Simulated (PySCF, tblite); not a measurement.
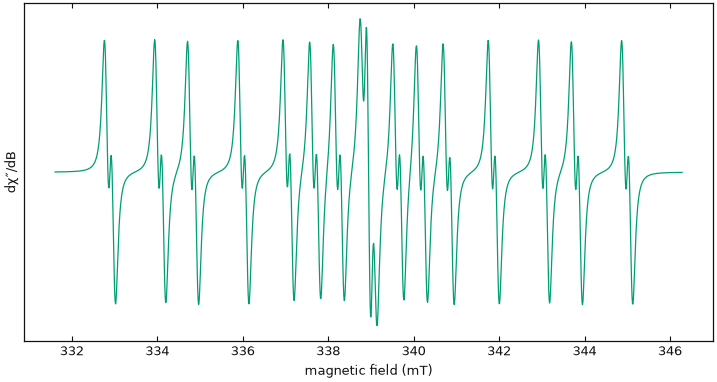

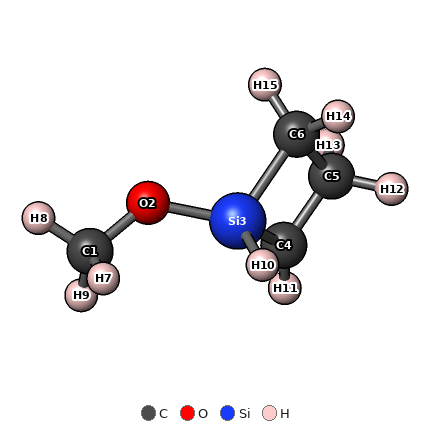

First-order isotropic EPR spectrum (fast tumbling, first derivative) of C₄H₉OSi, SMILES CO[Si@H]1[CH]CC1, doublet at 9.50 GHz, Lorentzian lines of 0.14 mT full width at half height, from computed g and hyperfine couplings (B3LYP/pcH-1, PySCF 2.14.0, at a GFN2-xTB geometry (a minimum by its frequencies), gas phase); values of one conformer, averaged over methyl-type rotors alone; other conformers aren't averaged in; no vibrational averaging; dilute isotopes left out. The SMILES is one Lewis form and needn't show where the spin sits.

### Which couplings does the calculation give? The spectrum shows the sizes of those above the line width, not their signs.

```
    nuclei  isotope  a (mT)  a (MHz)
       H12       ¹H    4.80    134.6
       H13       ¹H    4.18    117.2
       H11       ¹H   −1.94    −54.5
       H10       ¹H    1.18     33.0
       H15       ¹H   −0.14     −3.9
       H14       ¹H    0.06      1.7
H7, H8, H9       ¹H    0.01      0.4
```

### What is the g value, and how wide is the spectrum?

g_iso = 2.0025, which centres the spectrum at 338.9 mT; it spans 12.4 mT.

Caveats: the tight-binding geometry is rougher than a DFT one and adds to the error.
